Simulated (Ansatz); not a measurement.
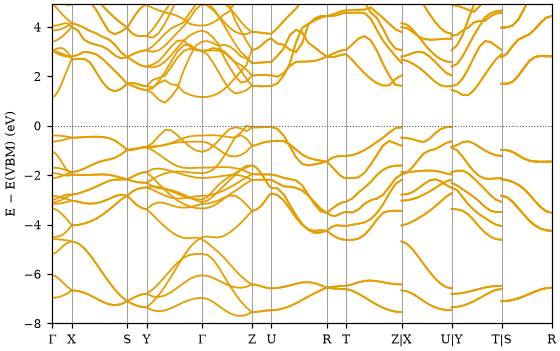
Figure. Band structure from plane-wave PAW PBE (Ansatz code)

Question: Read off the gap and where the band edges lie.

Answer: About 0.9 eV (0.93 eV by a search for the band edges); maximum on the Γ–Z line, 90 % of the way from Γ, minimum on the Y–Γ line, 32 % of the way from Y.

The material is SnS in space group Pnma (No. 62; Sn on 4c, S on 4c).

Symmetry was held in the PBE relaxation. A crystal of weakly bound layers computed without a dispersion correction: the cell and the soft elastic constants depend strongly on that. Spin–orbit coupling is left out wherever it is not named.

Potentials: the earlier of the program's two PAW sets.
